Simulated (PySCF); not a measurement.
**Single-point calculation, with input and output: InH3**

System: InH3, SMILES [InH3].
Method: RPA (PBE)/def2-TZVP, RKS, core potentials def2-svp (PySCF 2.14.0).

The geometry comes from this level: PBE0-D4/def2-TZVP.

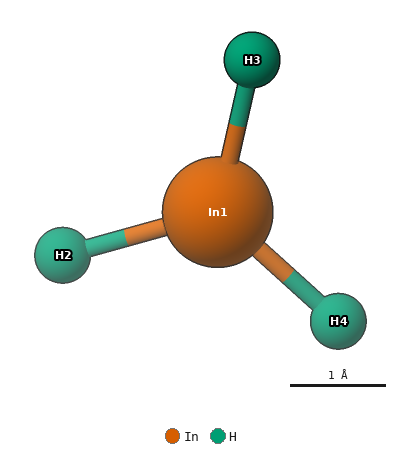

**Figure 1.** The input geometry (ball-and-stick view, seen at a tilt; atoms are numbered from 1 in the order of the input). Sticks mark near contacts. Bond lengths as drawn: H–In 1.72 Å.

**Summary**

```csv
quantity,value
outcome,converged
total energy,−191.349319 hartree
SCF energy,−191.881098 hartree
correlation energy,−0.458984 hartree
basis functions,68
HOMO of the SCF reference,−7.00 eV
LUMO of the SCF reference,−2.65 eV
hardware,"1 thread of Arm Neoverse V2, 24 GiB of memory available, shared host"
wall time,5.4 s
peak memory,0.33 GiB
```

**Input file (calc.py)**
```python
from pyscf import gto, dft
from pyscf.gw.rpa import RPA

mol = gto.M(
    atom='''
In     0.026267    -0.028535    -0.009638
H      0.785181     2.864825     1.281612
H     -2.070384    -0.202768    -2.497084
H      1.364004    -2.747662     1.186748
''',
    ecp={'In': 'def2-svp'},
    unit='bohr',
    charge=0,
    verbose=4,
    max_memory=1860,
    basis='def2-tzvp',
)

myscf = dft.RKS(mol, xc='pbe')
myscf.grids.level = 5
myscf.conv_tol = 1e-10
myscf.kernel()
if not myscf.converged:
    myscf = myscf.newton().run(myscf.mo_coeff, myscf.mo_occ)

rpa = RPA(myscf, frozen=4)
rpa.kernel()
e_exx = myscf.to_hf().energy_tot(myscf.make_rdm1())
energy = e_exx + rpa.e_corr
print('E = %.10f Eh' % energy)
```

Run as:
```bash
OMP_NUM_THREADS=1 python calc.py
```

**Output**
```
PySCF version 2.14.0

[INPUT] num. atoms = 4
[INPUT] num. electrons = 24
[INPUT] charge = 0
[INPUT] spin (= nelec alpha-beta = 2S) = 0
[INPUT] symmetry False subgroup None
[INPUT] Mole.unit = bohr
[INPUT] Symbol           X                Y                Z      unit          X                Y                Z       unit  Magmom
[INPUT]  1 In     0.013899897799  -0.015100071714  -0.005100209959 AA    0.026267000000  -0.028535000000  -0.009638000000 Bohr   0.0
[INPUT]  2 H      0.415499891647   1.516000103274   0.678199863642 AA    0.785181000000   2.864825000000   1.281612000000 Bohr   0.0
[INPUT]  3 H     -1.095600030653  -0.107300204704  -1.321399946553 AA   -2.070384000000  -0.202768000000  -2.497084000000 Bohr   0.0
[INPUT]  4 H      0.721799832404  -1.454000113711   0.627999996705 AA    1.364004000000  -2.747662000000   1.186748000000 Bohr   0.0

nuclear repulsion = 19.8688529961734
number of shells = 28
number of NR pGTOs = 115
number of NR cGTOs = 68
basis = def2-tzvp
ecp = {'In': 'def2-svp'}

******** <class 'pyscf.dft.rks.RKS'> ********
method = RKS
initial guess = minao
damping factor = 0
level_shift factor = 0
DIIS = <class 'pyscf.scf.diis.CDIIS'>
diis_start_cycle = 1
diis_space = 8
diis_damp = 0
SCF conv_tol = 1e-10
SCF conv_tol_grad = None
SCF max_cycles = 50
direct_scf = True
direct_scf_tol = 1e-13
XC library pyscf.dft.libxc version 7.0.0
    S. Lehtola, C. Steigemann, M. J.T. Oliveira, and M. A.L. Marques.,  SoftwareX 7, 1–5 (2018)
XC functionals = pbe
    J. P. Perdew, K. Burke, and M. Ernzerhof.,  Phys. Rev. Lett. 77, 3865 (1996)
    J. P. Perdew, K. Burke, and M. Ernzerhof.,  Phys. Rev. Lett. 78, 1396 (1997)
    J. P. Perdew, K. Burke, and M. Ernzerhof.,  Phys. Rev. Lett. 77, 3865 (1996)
    J. P. Perdew, K. Burke, and M. Ernzerhof.,  Phys. Rev. Lett. 78, 1396 (1997)
radial grids:
    Treutler-Ahlrichs [JCP 102, 346 (1995); DOI:10.1063/1.469408] (M4) radial grids

becke partition: Becke, JCP 88, 2547 (1988); DOI:10.1063/1.454033
pruning grids: <function nwchem_prune>
grids dens level: 5
symmetrized grids: False
atomic radii adjust function: <function treutler_atomic_radii_adjust>
small_rho_cutoff = 0
Set gradient conv threshold to 1e-05
Initial guess from minao.
tot grids = 117952
init E= -159.194589448763
  HOMO = -0.680833292246317  LUMO = -0.51451575961625  gap/eV = 4.52573
cycle= 1 E= -190.987038712428  delta_E= -31.8  |g|= 2.15  |ddm|= 44.9
  HOMO = -0.0374774250305674  LUMO = 0.00629121325729409  gap/eV = 1.19101
cycle= 2 E= -187.900662408504  delta_E= 3.09  |g|= 5.26  |ddm|= 8.64
  HOMO = -0.2544215498492  LUMO = -0.0849534521800477  gap/eV = 4.61146
cycle= 3 E= -191.870878438545  delta_E= -3.97  |g|= 0.251  |ddm|= 3.65
  HOMO = -0.248917506649596  LUMO = -0.0937618569723355  gap/eV = 4.22200
cycle= 4 E= -191.880835260936  delta_E= -0.00996  |g|= 0.0296  |ddm|= 0.375
  HOMO = -0.257675310825113  LUMO = -0.0966749053465197  gap/eV = 4.38104
cycle= 5 E= -191.88107171981  delta_E= -0.000236  |g|= 0.00922  |ddm|= 0.0415
  HOMO = -0.257256924467858  LUMO = -0.097361809749529  gap/eV = 4.35097
cycle= 6 E= -191.881097865219  delta_E= -2.61e-05  |g|= 0.000468  |ddm|= 0.0218
  HOMO = -0.257092701946726  LUMO = -0.0972039812322611  gap/eV = 4.35079
cycle= 7 E= -191.881097975131  delta_E= -1.1e-07  |g|= 7.85e-05  |ddm|= 0.00192
  HOMO = -0.257106837199169  LUMO = -0.0972223981241749  gap/eV = 4.35068
cycle= 8 E= -191.881097978209  delta_E= -3.08e-09  |g|= 7.44e-06  |ddm|= 0.000271
  HOMO = -0.257107601997885  LUMO = -0.0972224547078921  gap/eV = 4.35070
cycle= 9 E= -191.881097978224  delta_E= -1.46e-11  |g|= 3.45e-06  |ddm|= 1.29e-05
  HOMO = -0.257106686560952  LUMO = -0.0972223856401673  gap/eV = 4.35067
```

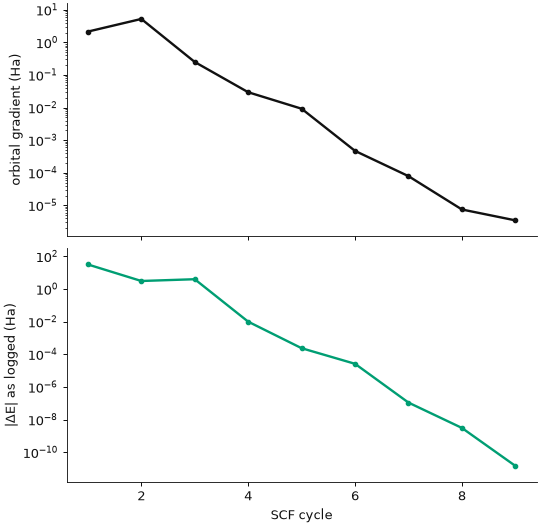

**Figure 2.** Convergence of the self-consistent field: orbital gradient and size of the energy change against the SCF cycle. The residual comes down, with one marked jump up, by a factor of about 2.5, at step 2.

```
Extra cycle  E= -191.881097978222  delta_E= 1.19e-12  |g|= 4.11e-06  |ddm|= 8.82e-06
converged SCF energy = -191.881097978222
ETB for H: l = 0, exps = 0.20614482 * 2^n , n = 0..8
ETB for H: l = 1, exps = 0.5743097700718665 * 2^n , n = 0..4
ETB for H: l = 2, exps = 1.6 * 2^n , n = 0..0
ETB for In: l = 0, exps = 0.124149717334 * 2^n , n = 0..10
ETB for In: l = 1, exps = 0.09133767056479664 * 2^n , n = 0..9
ETB for In: l = 2, exps = 0.067197656534 * 2^n , n = 0..10
ETB for In: l = 3, exps = 0.11592899252042174 * 2^n , n = 0..8
ETB for In: l = 4, exps = 0.18841935623620176 * 2^n , n = 0..7
ETB for In: l = 5, exps = 0.3250599390881626 * 2^n , n = 0..4
ETB for In: l = 6, exps = 0.52831982 * 2^n , n = 0..2

WARN: Even tempered Gaussians are generated as DF auxbasis for  In

******** <class 'pyscf.gw.rpa.RPA'> ********
method = RPA
nocc = 8  nmo = 64
frozen orbitals = 4
mem_avail = 1692.86  mem_blk = 0.04  auxlen = 370

******** <class 'pyscf.df.df.DF'> ********
auxbasis = auxmol.basis = {'H': 'def2-tzvp-ri', 'In': [[0, [np.float64(127.129310550016), 1]], [0, [np.float64(63.564655275008), 1]], [0, [np.float64(31.782327637504), 1]], [0, [np.float64(15.891163818752), 1]], [0, [np.float64(7.945581909376), 1]], [0, [np.float64(3.972790954688), 1]], [0, [np.float64(1.986395477344), 1]], [0, [np.float64(0.993197738672), 1]], [0, [np.float64(0.496598869336), 1]], [0, [np.float64(0.248299434668), 1]], [0, [np.float64(0.124149717334), 1]], [1, [np.float64(46.76488732917588), 1]], [1, [np.float64(23.38244366458794), 1]], [1, [np.float64(11.69122183229397), 1]], [1, [np.float64(5.845610916146985), 1]], [1, [np.float64(2.9228054580734923), 1]], [1, [np.float64(1.4614027290367462), 1]], [1, [np.float64(0.7307013645183731), 1]], [1, [np.float64(0.36535068225918654), 1]], [1, [np.float64(0.18267534112959327), 1]], [1, [np.float64(0.09133767056479664), 1]], [2, [np.float64(68.810400290816), 1]], [2, [np.float64(34.405200145408), 1]], [2, [np.float64(17.202600072704), 1]], [2, [np.float64(8.601300036352), 1]], [2, [np.float64(4.300650018176), 1]], [2, [np.float64(2.150325009088), 1]], [2, [np.float64(1.075162504544), 1]], [2, [np.float64(0.537581252272), 1]], [2, [np.float64(0.268790626136), 1]], [2, [np.float64(0.134395313068), 1]], [2, [np.float64(0.067197656534), 1]], [3, [np.float64(29.677822085227966), 1]], [3, [np.float64(14.838911042613983), 1]], [3, [np.float64(7.4194555213069915), 1]], [3, [np.float64(3.7097277606534957), 1]], [3, [np.float64(1.8548638803267479), 1]], [3, [np.float64(0.9274319401633739), 1]], [3, [np.float64(0.46371597008168697), 1]], [3, [np.float64(0.23185798504084348), 1]], [3, [np.float64(0.11592899252042174), 1]], [4, [np.float64(24.117677598233826), 1]], [4, [np.float64(12.058838799116913), 1]], [4, [np.float64(6.029419399558456), 1]], [4, [np.float64(3.014709699779228), 1]], [4, [np.float64(1.507354849889614), 1]], [4, [np.float64(0.753677424944807), 1]], [4, [np.float64(0.3768387124724035), 1]], [4, [np.float64(0.18841935623620176), 1]], [5, [np.float64(5.200959025410602), 1]], [5, [np.float64(2.600479512705301), 1]], [5, [np.float64(1.3002397563526504), 1]], [5, [np.float64(0.6501198781763252), 1]], [5, [np.float64(0.3250599390881626), 1]], [6, [np.float64(2.11327928), 1]], [6, [np.float64(1.05663964), 1]], [6, [np.float64(0.52831982), 1]]]}
Lowest orbital energy difference:  1.5988e-01
E(RPA) = -191.349334406992  E_corr = -0.458984086401403  E_hf = -190.890350320591
E = -191.3493188397 Eh
```

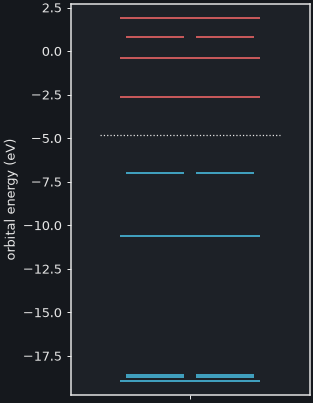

**Figure 3.** Orbital energies near the frontier (SCF reference); the dotted line parts filled from empty levels, and levels within 0.02 eV of each other stand side by side. Highest filled −7.00 eV, lowest empty −2.65 eV, 4.35 eV apart.
